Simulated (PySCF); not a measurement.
**CHO2 (SMILES [O]C=O): a first try and a second**

Wanted: the energy of CHO2, URI-MP2/aug-cc-pVDZ-DK (sfX2C).

The results are computed with PySCF 2.14.0.

4 further runs of the same task are left out: 2 that didn't finish, 2 set aside as unsound or not needed.

## (1) The structure to begin with

CHO2: 4 atoms, total charge 0, spin state doublet. As SMILES, `[O]C=O`. Geometry: relaxed at PBE0-D4/def2-TZVP.

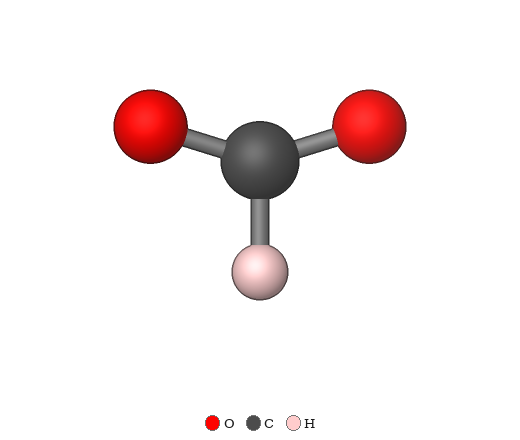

The structure, seen from a chosen angle (oxygen red, carbon dark grey, hydrogen pink).

## (2) The input as first written

The input, mol.xyz:

```xyz
4
CHO2
O     -1.139100     0.040200     0.481900
C     -0.004500    -0.097700     0.071000
O      1.014500    -0.755200     0.138000
H      0.184800     0.752600    -0.711300
```

The input, job.py:

```python
from pyscf import gto, scf, mp

molecule = gto.M(
    atom='mol.xyz',
    spin=1,
    max_memory=1860,
    basis='aug-cc-pvdz-dk',
    verbose=4,
)

mf = scf.UHF(molecule)
mf = mf.x2c()
mf = mf.newton()
mf.kernel()

pt = mp.MP2(mf, frozen=11).density_fit().run()
energy = pt.e_tot
print(f'total energy: {energy:.8f} hartree')
dip = mf.dip_moment()
pop, q = mf.mulliken_pop()
```

The run is started by

```
$ OMP_NUM_THREADS=1 python job.py
```

The log of the run:

```text
PySCF version 2.14.0

[INPUT] num. atoms = 4
[INPUT] num. electrons = 23
[INPUT] charge = 0
[INPUT] spin (= nelec alpha-beta = 2S) = 1
[INPUT] symmetry False subgroup None
[INPUT] Mole.unit = angstrom
[INPUT] Symbol           X                Y                Z      unit          X                Y                Z       unit  Magmom
[INPUT]  1 O     -1.139100000000   0.040200000000   0.481900000000 AA   -2.152587028492   0.075966990208   0.910659019428 Bohr   0.0
[INPUT]  2 C     -0.004500000000  -0.097700000000   0.071000000000 AA   -0.008503767561  -0.184626242370   0.134170554844 Bohr   0.0
[INPUT]  3 O      1.014500000000  -0.755200000000   0.138000000000 AA    1.917127153371  -1.427121169272   0.260782205190 Bohr   0.0
[INPUT]  4 H      0.184800000000   0.752600000000  -0.711300000000 AA    0.349221387820   1.422207881348  -1.344162192403 Bohr   0.0

[... 54 lines left out ...]
converged SCF energy = -188.231978867878  <S^2> = 0.78924706  2S+1 = 2.0388694
[... 14 lines left out ...]
WARN: Even tempered Gaussians are generated as DF auxbasis for  C O H
[... 18 lines left out ...]
WARN: Even tempered Gaussians are generated as DF auxbasis for  C O H

mem_avail = 1692.30  mem_blk = 0.05  auxlen = 531

E(DFUMP2) = -188.231978867878  E_corr = 0
E(SCS-DFUMP2) = -188.231978867878  E_corr = 0
E_corr(same-spin) = 0
E_corr(oppo-spin) = 0
total energy: -188.23197887 hartree
Dipole moment(X, Y, Z, Debye):  0.29178,  1.31237, -1.20707
 ** Mulliken pop       alpha | beta **
pop of  0 O 1s        1.00202 | 1.00151
pop of  0 O 2s        0.44048 | 0.42220
pop of  0 O 3s        0.49428 | 0.48796
[... 75 lines of this table left out ...]
In total            12.00000 | 11.00000
 ** Mulliken atomic charges   ( Nelec_alpha | Nelec_beta ) **
charge of  0O =     -0.43053  (     4.44478      3.98575 )
charge of  1C =      0.76573  (     2.47521      2.75906 )
charge of  2O =     -0.43057  (     4.44471      3.98587 )
charge of  3H =      0.09537  (     0.63531      0.26932 )
```

It took 2.6 s on 1 thread of Arm Neoverse V1, shared host; peak memory 0.18 GiB.

## (3) Reading the log

The run finished; that doesn't make the result usable.

The fault: too many or the wrong orbitals are frozen. To mend it: frozen core orbitals 3 in place of 11.

## (4) Second attempt

The input, start.xyz:

```xyz
4

O     -1.139100     0.040200     0.481900
C     -0.004500    -0.097700     0.071000
O      1.014500    -0.755200     0.138000
H      0.184800     0.752600    -0.711300
```

The input, input.py:

```python
from pyscf import gto, mp

mol = gto.M(
    atom='start.xyz',
    max_memory=1860,
    symmetry=True,
    spin=1,
    verbose=4,
    basis='aug-cc-pvdz-dk',
)

mf = mol.UHF()
mf = mf.sfx2c1e()
mf = mf.newton()
mf.kernel()

pt = mp.MP2(mf, frozen=3).density_fit().run()
e_final = pt.e_tot
print(f'total energy: {e_final:.8f} hartree')
mf.analyze()
```

The run is started by

```
$ OMP_NUM_THREADS=1 python input.py
```

The log of the run:

```text
PySCF version 2.14.0

[INPUT] num. atoms = 4
[INPUT] num. electrons = 23
[INPUT] charge = 0
[INPUT] spin (= nelec alpha-beta = 2S) = 1
[INPUT] symmetry True subgroup None
[INPUT] Mole.unit = angstrom
[INPUT] Symbol           X                Y                Z      unit          X                Y                Z       unit  Magmom
[INPUT]  1 O     -1.139100000000   0.040200000000   0.481900000000 AA   -2.152587028492   0.075966990208   0.910659019428 Bohr   0.0
[INPUT]  2 C     -0.004500000000  -0.097700000000   0.071000000000 AA   -0.008503767561  -0.184626242370   0.134170554844 Bohr   0.0
[INPUT]  3 O      1.014500000000  -0.755200000000   0.138000000000 AA    1.917127153371  -1.427121169272   0.260782205190 Bohr   0.0
[INPUT]  4 H      0.184800000000   0.752600000000  -0.711300000000 AA    0.349221387820   1.422207881348  -1.344162192403 Bohr   0.0

[... 75 lines left out ...]
WARN: Even tempered Gaussians are generated as DF auxbasis for  H C O
[... 26 lines left out ...]
total energy: -188.76139491 hartree
[... 2 lines left out ...]
Nuclear Repulsion Energy =              63.539037277959125
[... 1 line left out ...]
Two-electron Energy =                  131.819849372349751
[... 1 line left out ...]
DFT Exchange-Correlation Energy =      -21.924419599552010
[... 4 lines left out ...]
MO #2   energy= -20.6724193558598  | -20.6512004812063  occ= 1 | 1
[... 2 lines left out ...]
MO #78  energy= 4.09381049174      | 4.12355733754479   occ= 0 | 0
[... 100 lines left out ...]
Dipole moment(X, Y, Z, Debye):  0.29178,  1.31237, -1.20707
```

It took 2.8 s on 1 thread of Arm Neoverse V1, shared host; peak memory 0.19 GiB.

## (5) Results

At URI-MP2/aug-cc-pVDZ-DK (sfX2C):

| quantity | value |
| --- | --- |
| total energy | -188.76139 Eh |
| dipole moment (Hartree–Fock density) | 1.81 D |
| HOMO energy (Hartree–Fock orbitals) (highest over α and β) | -11.43 eV |
| LUMO energy (Hartree–Fock orbitals) (lowest over α and β) | -1.51 eV |
| correlation energy (3 core orbitals frozen) | -529.4 mEh |
| ⟨S²⟩ of the reference determinant | 0.789 |

The first attempt's energy was +14.406 eV off this one.
